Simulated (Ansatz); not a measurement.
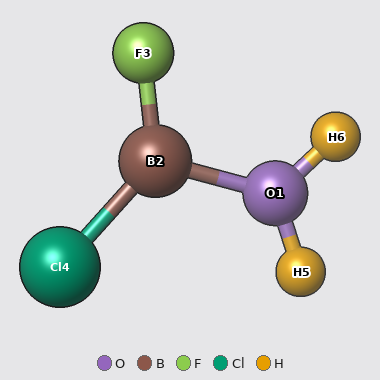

The system is BClFH2O, SMILES [OH2+]B(F)Cl, charge +1; the picture shows the reference structure. The first coordinate is: bond length O1–B2; the second: dihedral H5–O1–B2–F3. Nothing is relaxed (all other coordinates rigid). Grid: 9 × 10 points; 55 points were computed and 35 follow by symmetry. Energies are in eV, from the lowest grid point. The reference is spin-restricted, which grows unreliable where a bond is stretched far. These are results of RKS wB97M-V/def2-SVP (Ansatz), not measurements.

Its coordinates:

```xyz
6

O    -0.2372    0.7318    0.0906
B     0.2985   -0.6455   -0.0412
F     1.4848   -0.7390    0.4488
Cl   -0.6998   -1.7943   -0.7782
H    -1.1264    0.9925   -0.2262
H     0.2802    1.4546    0.5063
```

Range: bond length O1–B2 from 1.217 to 2.225 Å; dihedral H5–O1–B2–F3 from −180 to 144°.

**What will the energy surface look like?**

The lowest grid point is at bond length O1–B2 = 1.469 Å, dihedral H5–O1–B2–F3 = −180°; the map holds 2 wells of about this depth. The highest grid point, bond length O1–B2 = 1.217 Å, dihedral H5–O1–B2–F3 = −72°, lies 2.12 eV above the lowest. On the interpolated surface the easiest way out of the lowest well to a well of about the same depth near bond length O1–B2 = 1.469 Å, dihedral H5–O1–B2–F3 = 0° passes a barrier of about 0.38 eV. Round the minimum the two coordinates are nearly uncoupled.

```csv
"dihedral H5–O1–B2–F3 ↓, bond length O1–B2 →",1.217,1.343,1.469,1.595,1.721,1.847,1.973,2.099,2.225
144,1.68,0.49,0.14,0.21,0.47,0.81,1.16,1.51,1.83
108,2.12,0.81,0.38,0.39,0.60,0.90,1.23,1.55,1.86
72,2.12,0.81,0.38,0.39,0.60,0.90,1.23,1.55,1.86
36,1.68,0.49,0.15,0.21,0.47,0.81,1.16,1.51,1.83
0,1.42,0.29,0.00,0.11,0.40,0.75,1.12,1.48,1.81
−36,1.68,0.49,0.15,0.21,0.47,0.81,1.16,1.51,1.83
−72,2.12,0.81,0.38,0.39,0.60,0.90,1.23,1.55,1.86
−108,2.12,0.81,0.38,0.39,0.60,0.90,1.23,1.55,1.86
−144,1.68,0.49,0.14,0.21,0.47,0.81,1.16,1.51,1.83
−180,1.42,0.29,0.00,0.11,0.40,0.75,1.12,1.48,1.81
```

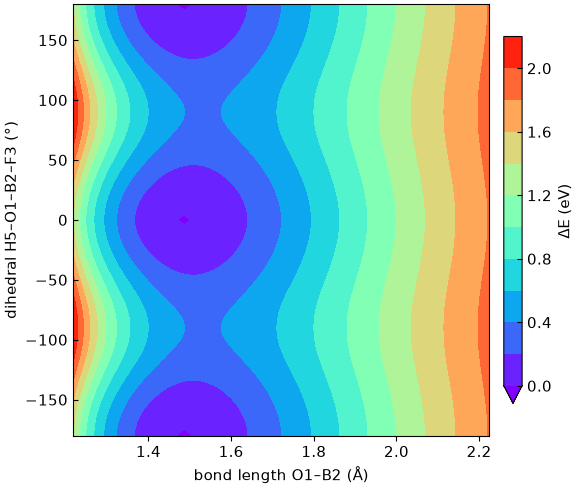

The picture shows filled contours. Between grid points the surface is interpolated.

Each point was launched as `ansatz run input.yaml --threads 1 --pin off --max-ram 2560MiB --backend cpu --events-out ev --progress --plain --runs-dir out`. Time for the 55 points that were run: 6.2 min on 1 thread of Intel(R) Xeon(R) Platinum 8375C CPU @ 2.90GHz (Ice Lake), with other jobs on the host.
